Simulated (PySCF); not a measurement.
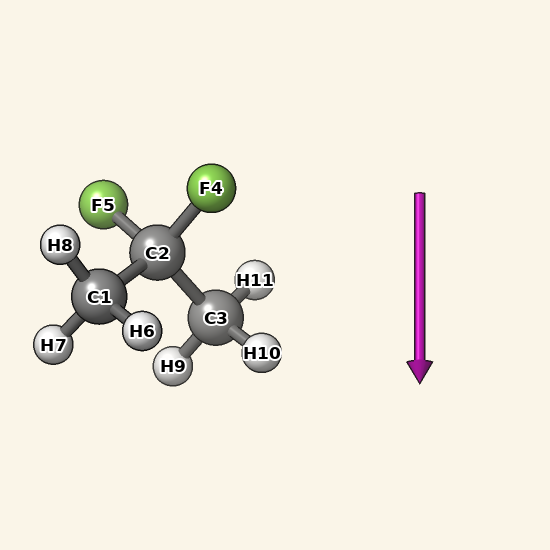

The arrow beside the molecule shows the direction of the dipole moment, from the negative to the positive end (its length means nothing). The computed structure is the end point of a GFN2-xTB optimisation. No frequency run is at hand to confirm it as a minimum. Method: CAM-B3LYP/def2-SVPD, gas phase (PySCF 2.14.0).

> How large is the dipole moment?

2.55 D; it points from the side of F4, F5 to the side of H6, H7, H9, H10 (the outermost atoms at the two ends).
